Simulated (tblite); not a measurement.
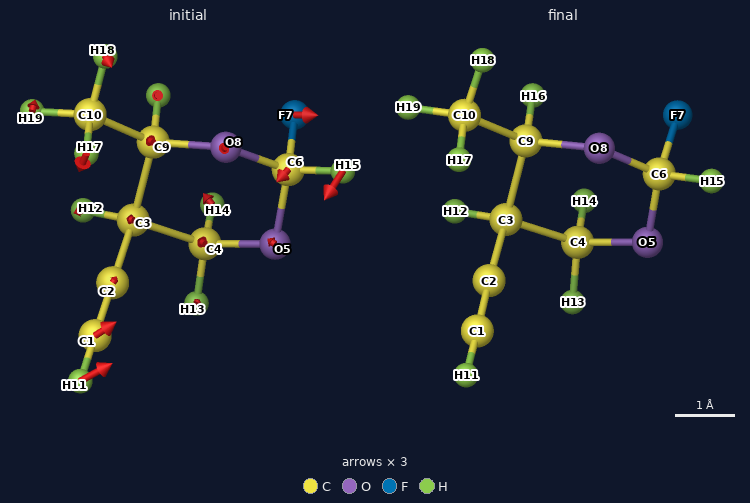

The structure of C7H9FO2 before (left) and after (right) a relaxation, at one scale. The red arrows give the displacements, magnified 3 times.

Style: ball-and-stick. Shown at a tilt.

Level of theory: GFN2-xTB geometry optimisation, gas phase in tblite 0.8.0. 

> What changed between the two?

Over 71 geometry steps the energy falls by 5.82 kcal/mol. The largest moves after the best rigid fit, 0.23 Å, are those of H11 and H15. By element the largest moves are H 0.23 Å, F 0.16 Å, C 0.16 Å, O 0.06 Å. Some distances before and after: C6–O8 1.429 → 1.355 Å, C6–F7 1.352 → 1.402 Å, C1–C2 1.215 → 1.196 Å, C4–H13 1.108 → 1.091 Å. Among the angles between lasting bonds that change: O5–C6–O8 112.7° → 116.7°, H13–C4–H14 105.7° → 109.7°, C10–C9–H16 106.1° → 110.0°.
